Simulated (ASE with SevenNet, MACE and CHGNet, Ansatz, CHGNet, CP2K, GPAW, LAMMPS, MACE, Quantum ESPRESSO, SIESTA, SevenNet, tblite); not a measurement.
# Machine-learned potentials on glassy 69SiO2-19Al2O3-6SrO-6Li2O (mol %) (106 atoms): settings against a plane-wave reference

How do the settings of machine-learned potentials change the result for glassy 69SiO2-19Al2O3-6SrO-6Li2O (mol %) (106 atoms)? A plane-wave run serves as the yardstick.

Calculated with ASE with SevenNet, MACE and CHGNet; the method is named at each step.

### Step 1. The structure

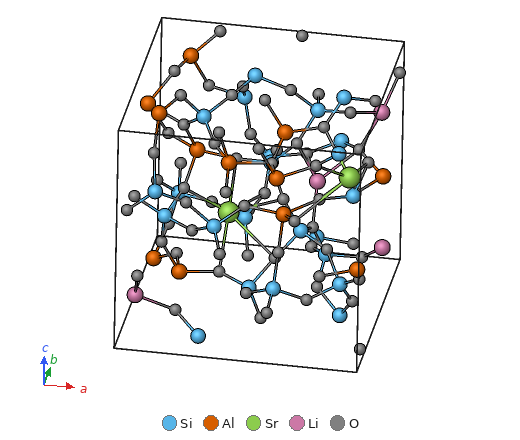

Start, viewed slightly off an axis; silicon blue, aluminium orange, strontium green, lithium pink, oxygen grey. Bonds to atoms that aren't drawn are left out. Some periodic images of atoms are drawn too.

The cell holds 106 atoms: 22 Si, 12 Al, 2 Sr, 4 Li and 66 O. Cell: a = 10.593 Å, b = 10.593 Å, c = 10.593 Å, α = 90.0°, β = 90.0°, γ = 90.0°. 106 atoms (22 Si, 12 Al, 2 Sr, 4 Li, 66 O) placed at random at 3.07 g/cm³, melted at 4000 K for 10 ps at fixed volume with the Morse and Coulomb pair potential with partial charges (Pedone, Malavasi, Menziani, Cormack and Segre, J. Phys. Chem. B 110, 11780 (2006)). Quenched from 4000 K to 300 K at 50 K/ps and fixed volume, held 5 ps.

The yardstick, on the same geometry:

* method: Kohn-Sham DFT, PBE, PAW, plane waves (Ansatz 0.2.0); cutoff 420 eV, Γ point, fermi-dirac smearing of 0.05 eV; PAW set soft_2
* r.m.s. force component: 1.347 eV/Å
* longest force: 5.677 eV/Å
* pressure: 6.753 GPa
* gap (highest filled to lowest empty level): 3.279 eV
* SCF cycles: 9
* time: 11 s on 8 threads of Arm Neoverse V1, shared host
* CPU time: 78 s

### Step 2. SevenNet 0 potential

Method: machine-learned interatomic potential SevenNet 0, trained on PBE(+U) plane-wave data.

run.py

```python
import numpy as np
from ase.io import read
import mlip  # loads the published weights by name

atoms = read("structure.xyz")
atoms.calc = mlip.calc("7net-0")
energy = atoms.get_potential_energy()
forces = atoms.get_forces()
print(f"energy {energy:.6f} eV")
print("forces (eV/A)")
for i, (a, f) in enumerate(zip(atoms, forces)):
    print(f"{i:4d} {a.symbol:2s} {f[0]:10.5f} {f[1]:10.5f} {f[2]:10.5f}")
stress = -atoms.get_stress(voigt=False) * 160.21766
print("stress (GPa, compression positive)")
for row in stress:
    print(" ".join(f"{x:10.4f}" for x in row))
```

structure.xyz

```xyz
106
Lattice="10.59320 0.00000 0.00000 0.00000 10.59320 0.00000 0.00000 0.00000 10.59320" Properties=species:S:1:pos:R:3 pbc="T T T"
Si 7.91598 7.22234 1.70614
Si 1.41070 4.02912 4.51069
Si 3.83389 9.71990 7.61111
Si 7.97159 10.37032 5.60010
Si 5.66207 6.01831 6.55518
Si 6.57297 1.79745 2.69216
Si 2.88696 4.86429 9.07043
Si 8.95221 5.03791 10.57742
Si 4.64025 7.53494 9.87721
Si 9.23346 3.26038 2.45021
Si 4.99957 9.80030 4.80677
Si 9.47572 4.83558 5.94935
Si 7.13441 5.33495 3.74713
Si 1.48040 1.02002 7.25963
Si 7.31524 8.05528 8.21969
Si 3.89014 2.09872 5.27626
Si 9.53049 0.56970 10.21439
Si 5.14353 3.99671 1.45434
Si 7.02997 10.11036 0.95254
Si 3.50275 0.89025 0.52362
Si 1.13750 9.13346 2.95593
Si 4.07118 9.00581 2.15455
Al 6.83007 2.58538 5.93579
Al 4.46376 2.24502 8.35486
Al 2.36112 6.45401 6.57139
Al 1.94481 4.91281 1.40212
Al 0.14905 6.59776 8.50125
Al 6.80708 0.74513 8.62943
Al 6.58685 4.05211 9.12636
Al 0.37140 7.52891 0.52701
Al 10.25316 7.81958 5.44829
Al 10.34627 1.04290 4.43283
Al 1.35307 2.40391 10.33462
Al 1.48305 9.51778 9.46185
Sr 9.63166 2.86769 7.88388
Sr 3.79290 6.41143 3.71673
Li 9.89384 9.26725 7.77181
Li 10.54903 6.21514 2.84894
Li 0.66038 1.26673 2.01779
Li 7.40602 7.74882 4.92722
O 3.94512 8.53092 8.75104
O 10.22890 2.35858 3.26715
O 3.98167 10.48663 1.75445
O 0.94894 0.02436 3.61567
O 8.44416 1.16568 9.20538
O 5.08325 2.78421 6.04459
O 10.48981 10.17329 9.29278
O 6.58494 9.73356 5.16122
O 4.08474 1.78368 10.02212
O 6.21228 7.47891 9.37191
O 5.66609 4.10465 10.56841
O 7.78145 5.97584 0.75381
O 4.39300 0.76017 4.67404
O 3.71387 4.73357 1.68962
O 1.05635 7.89702 9.51333
O 7.57075 1.07669 6.46312
[... 46 atom lines left out ...]
O 5.28092 2.51080 1.97436
O 7.40242 6.78897 3.18898
O 4.07997 6.40677 6.35423
O 3.87192 6.15613 9.55846
```

Run with:

```
OMP_NUM_THREADS=1 python run.py > output.txt
```

Log:

```text
energy -781.688599 eV
forces (eV/A)
   0 Si    0.26273    1.12957   -0.77820
   1 Si    2.74874    0.93121    0.29485
   2 Si    0.66735    0.82778    1.16833
   3 Si    2.30697    1.16084   -2.13410
   4 Si    1.09900    0.83347    1.27062
   5 Si    1.28612    2.71120    0.71307
   6 Si   -0.29424    4.39754    3.69818
   7 Si   -1.25435    2.67986    3.27936
   8 Si    1.39975   -0.05383   -1.12040
   9 Si   -4.49185    1.08086    0.72688
  10 Si    1.05630    2.69374    0.31022
  11 Si   -0.05378    0.35474    0.95534
  12 Si   -0.37794   -3.37056   -3.68234
  13 Si    1.70110    2.60234    0.97578
  14 Si   -4.06272    1.08733    0.38054
  15 Si   -4.68291    1.32731    1.95156
  16 Si   -1.33899   -1.95049   -0.91928
  17 Si    0.55107    2.27907    0.76803
  18 Si    1.01095   -0.67922    0.26899
  19 Si   -2.07049   -1.74104    1.26793
  20 Si   -1.56420    1.84779   -1.57521
  21 Si   -1.15517   -1.02960   -1.73643
  22 Al    0.62378    0.61271   -1.26137
  23 Al   -0.10932   -1.09049    0.23737
[...]
98 O    -0.24190   -0.32247   -1.27275
  99 O     0.07707   -0.50958    1.06843
 100 O     0.05516   -0.60777    0.01568
 101 O    -0.27021   -1.94761    0.99848
 102 O    -0.50238   -2.24123    0.70249
 103 O     0.46643    3.09442    1.17823
 104 O     1.07477    0.12711   -0.59273
 105 O    -0.54530   -1.47549    0.61031
stress (GPa, compression positive)
    5.4644     2.0283     2.2317
    2.0283     8.5778    -2.1221
    2.2317    -2.1221     5.3396
```

The job ended after 9.5 s (1 thread of Arm Neoverse V1, shared host; peak memory 1.1 GiB).

Banners, paths, timers and routine set-up lines are dropped from the logs unmarked, and long logs keep their key lines alone; longer cuts are marked.

Against the reference:

* r.m.s. force component: 1.356 eV/Å
* r.m.s. difference of force components: 77.67 meV/Å
* longest difference of force vectors: 328.3 meV/Å
* force difference over r.m.s. force: 5.765 %
* slope of forces against the reference's: 1.004
* correlation of force components: 0.9984
* pressure: 6.461 GPa
* pressure difference: -0.2929 GPa

Length of the force difference by element (eV/Å):

```csv
element,atoms,mean,most
Al,12,0.13,0.25
Li,4,0.076,0.11
O,66,0.098,0.31
Si,22,0.18,0.33
Sr,2,0.10,0.13
```

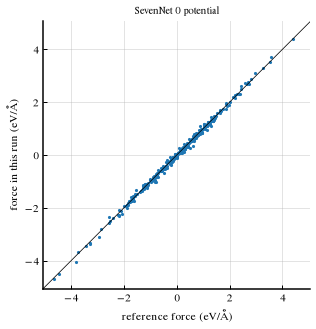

Force components against those of the reference; the line marks equality.

A closer look about O55, picked at random: 11 atoms, nearest first, numbered in the order of the input, with positions taken from that point.

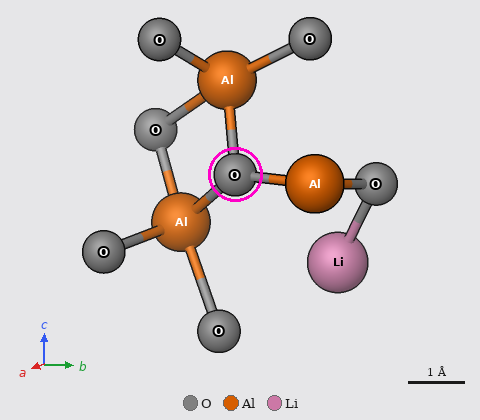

The atoms of the table, within 2.9 Å (arrows a, b, c point along x, y, z); some may hide others; the central atom is ringed.

```csv
atom,x,y,z,distance (Å),bonds,Fx,Fy,Fz (eV/Å)
O55,0.00,0.00,0.00,0.00,3,-0.87,-1.90,-0.89
Al34,0.43,1.62,-0.05,1.68,4,0.81,1.57,0.31
Al30,-0.68,-0.37,1.61,1.79,5,-1.48,0.99,1.73
Al27,-0.91,-1.30,-1.01,1.88,4,-0.68,-0.41,-1.71
O77,-1.49,-1.95,0.56,2.52,3,1.22,0.81,-0.51
O47,-1.16,2.28,-0.22,2.56,3,-0.83,0.74,-0.13
O61,0.83,-2.20,-1.37,2.73,3,-1.23,0.72,-0.99
O92,0.47,-1.27,2.44,2.80,3,0.90,-2.52,1.12
O63,-0.34,1.30,2.46,2.80,2,-0.10,-0.43,-0.25
Li37,-1.76,1.37,-1.74,2.83,3,-0.89,-0.12,0.07
O57,-0.15,-0.35,-2.85,2.88,2,0.21,0.41,1.02
```

Atoms are counted from 1 here, from 0 in the log.

Forces lie 5.8 % from the reference's, at 0.11 times its CPU time (on 1 against 8 cores).

### Step 3. MACE MP-0b2 small potential

Method: machine-learned interatomic potential MACE MP-0b2 small, trained on PBE(+U) plane-wave data.

Changes to run.py since step 2:

```diff
@@ -5,3 +5,3 @@
 atoms = read("structure.xyz")
-atoms.calc = mlip.calc("7net-0")
+atoms.calc = mlip.calc("mace-mp-0b2-small")
 energy = atoms.get_potential_energy()
```

structure.xyz is that of step 2.

Log:

```text
energy -782.032401 eV
forces (eV/A)
   0 Si    0.16310    1.17778   -0.74536
   1 Si    2.83853    1.13467    0.44451
   2 Si    0.66582    0.74532    0.92344
   3 Si    2.13406    0.89106   -2.17594
   4 Si    0.98307    0.82902    1.37414
   5 Si    1.30889    2.70670    0.70749
   6 Si   -0.23155    4.42896    3.54196
   7 Si   -1.13725    2.60555    3.09459
   8 Si    1.21247   -0.03125   -1.11255
   9 Si   -4.34517    1.10036    0.70056
  10 Si    0.99328    2.66035    0.40121
  11 Si   -0.13330    0.44117    0.99322
  12 Si   -0.19261   -3.20249   -3.54779
  13 Si    1.78239    2.38652    0.98158
  14 Si   -3.88152    1.02171    0.25546
  15 Si   -4.74419    1.26883    1.82212
  16 Si   -1.39109   -1.98929   -1.06360
  17 Si    0.43732    2.34121    0.80445
  18 Si    0.99377   -0.66404    0.32675
  19 Si   -2.09014   -1.73974    1.40329
  20 Si   -1.33337    1.83813   -1.51660
  21 Si   -1.17775   -1.24797   -1.48146
  22 Al    0.58950    0.72970   -1.17219
  23 Al   -0.19962   -0.97153    0.10346
[...]
98 O    -0.26985   -0.21433   -1.14511
  99 O     0.01671   -0.49273    1.07071
 100 O    -0.03890   -0.60263   -0.06136
 101 O    -0.33043   -2.06351    0.95092
 102 O    -0.62301   -2.22900    0.59187
 103 O     0.43151    2.92446    1.22793
 104 O     1.04463    0.13309   -0.58641
 105 O    -0.53276   -1.44911    0.67013
stress (GPa, compression positive)
    5.8224     1.8624     2.1453
    1.8624     8.7772    -2.0385
    2.1453    -2.0385     5.6571
```

Wall time 7.1 s (1 thread); peak memory 0.69 GiB.

Numbers from this run, and their distance from the reference:

* r.m.s. force component: 1.33 eV/Å
* r.m.s. difference of force components: 100.5 meV/Å
* longest difference of force vectors: 470.3 meV/Å
* force difference over r.m.s. force: 7.458 %
* slope of forces against the reference's: 0.9842
* correlation of force components: 0.9973
* pressure: 6.752 GPa
* pressure difference: -0.0013 GPa

Against the first run (5.8 %), the force difference from the reference is 7.5 %, at 0.78 times the CPU time.

### Step 4. CHGNet 0.3.0 potential

Method: machine-learned interatomic potential CHGNet 0.3.0, trained on PBE(+U) plane-wave data.

Changes to run.py since step 3:

```diff
@@ -5,3 +5,3 @@
 atoms = read("structure.xyz")
-atoms.calc = mlip.calc("mace-mp-0b2-small")
+atoms.calc = mlip.calc("chgnet-0.3.0")
 energy = atoms.get_potential_energy()
```

structure.xyz is that of step 3.

Log:

```text
CHGNet v0.3.0 initialized with 412,525 parameters
CHGNet will run on cpu
energy -827.832275 eV
forces (eV/A)
   0 Si   -0.01587    1.14561   -0.59631
   1 Si    2.68179    0.98960    0.54759
   2 Si    0.39630    0.54976    1.05210
   3 Si    2.38708    0.98174   -2.32376
   4 Si    0.97617    1.06190    1.02819
   5 Si    1.29282    2.72802    0.75429
   6 Si   -0.37187    4.60285    3.61219
   7 Si   -1.09927    2.55068    3.25608
   8 Si    1.49374   -0.01113   -1.22155
   9 Si   -4.26784    0.97564    0.90529
  10 Si    1.18277    2.40190    0.44067
  11 Si    0.06912    0.41283    0.76433
  12 Si   -0.21390   -3.29902   -3.60142
  13 Si    1.73905    2.43285    0.97868
  14 Si   -4.04675    1.15706    0.46409
  15 Si   -4.94210    1.52907    1.98545
  16 Si   -1.22619   -2.10811   -0.91555
  17 Si    0.57667    2.30642    0.86451
  18 Si    0.77730   -0.62843   -0.04033
  19 Si   -1.90496   -1.49232    1.27898
  20 Si   -1.29022    1.72651   -1.50315
  21 Si   -1.15779   -1.43714   -1.50752
  22 Al    0.70550    0.68544   -1.29772
  23 Al   -0.06962   -1.04190    0.30728
[...]
98 O    -0.16272   -0.29276   -1.04678
  99 O     0.11490   -0.28381    1.27571
 100 O    -0.11342   -0.60084   -0.01825
 101 O    -0.38847   -2.00478    0.97429
 102 O    -0.63448   -2.09435    0.63704
 103 O     0.47238    3.09556    1.20903
 104 O     1.09121    0.00851   -0.44065
 105 O    -0.65932   -1.72023    0.65908
stress (GPa, compression positive)
    5.6084     1.8625     2.0394
    1.8625     8.3952    -1.8865
    2.0394    -1.8865     5.2967
```

The job ended after 4.5 s (1 thread; peak memory 1.7 GiB).

Compared with the plane-wave run:

```
r.m.s. force component                  : 1.35 eV/Å
r.m.s. difference of force components   : 143.2 meV/Å
longest difference of force vectors     : 662.7 meV/Å
force difference over r.m.s. force      : 10.63 %
slope of forces against the reference's : 0.9961
correlation of force components         : 0.9944
pressure                                : 6.433 GPa
pressure difference                     : -0.3201 GPa
```

Against the first run (5.8 %), the force difference from the reference is 11 %, at 0.50 times the CPU time.

### Step 5. Side by side

Differences are against the plane-wave reference, forces as r.m.s. over components; share is that over the reference's r.m.s. force, slope the least-squares factor from reference forces to these. Total energies of different programs have different zeros and aren't compared.

```csv
run,"Δ force, r.m.s. (meV/Å)",share (%),slope,Δ pressure (GPa),cores,CPU time,memory (GiB)
reference,-,-,-,-,8,78 s,1.6
SevenNet 0 potential,77.7,5.76,1.004,-0.293,1,9 s,1.1
MACE MP-0b2 small potential,100,7.46,0.984,-0.0013,1,7 s,0.69
CHGNet 0.3.0 potential,143,10.6,0.996,-0.320,1,4.5 s,1.7
```

Times of the machine-learned potentials are mostly Python's start and the loading of weights.

CPU time is summed over cores on a shared host, where runs went side by side, so it is rough. Symmetry, cutoffs, thresholds, outputs and thread counts weren't matched or tuned between programs; memory under MPI is the largest rank's times the ranks.

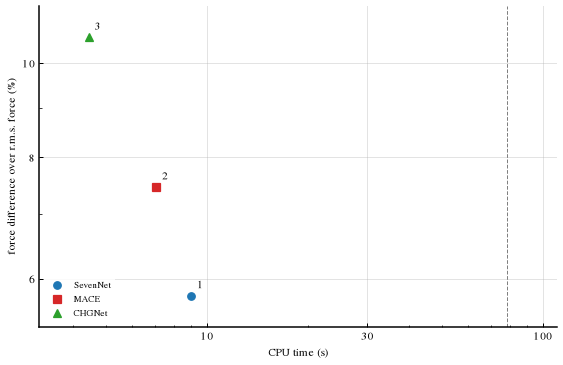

Force difference against CPU time; the dashed line marks the reference's time. Points: 1 SevenNet 0 potential; 2 MACE MP-0b2 small potential; 3 CHGNet 0.3.0 potential.

### Step 6. Summary of results

| Item | Value |
| --- | --- |
| nearest in forces | SevenNet 0 potential, 5.8 % |
| its CPU time | 9 s |

In words: Machine-learned potentials differ by 5.8 % (SevenNet 0 potential) to 11 % (CHGNet 0.3.0 potential); they were trained on other programs' data. Machine-learned potentials mimic data converged in k, so the reference's own k-point error enters their differences. The quench rate of 50 K/ps is many orders above laboratory rates, so the cell is likely richer in defects and strain than a real sample. The network of bonds at the start is that of the classical potential that made the cell, and needn't be the one that DFT or experiment would give. The reference's stress is far from hydrostatic: its diagonal is 5.7, 8.9, 5.7 GPa, compression counted positive. The electronic-structure runs sample only Γ, in a cell whose shortest periodic width is 11 Å.

[Also dropped from logs without a mark: logging warnings of Python, and SIESTA's first energy breakdown and zero terms.]

[Logs are printed without paths, hosts, clocks, repeated set-up lines and the standing remarks that a program may print on its own settings, such as how far it seeks lower states.]

[Hosts, paths, dates, database ids (printed as entryN), source tags and the programs' standing remarks are cut or masked in the printed files.]
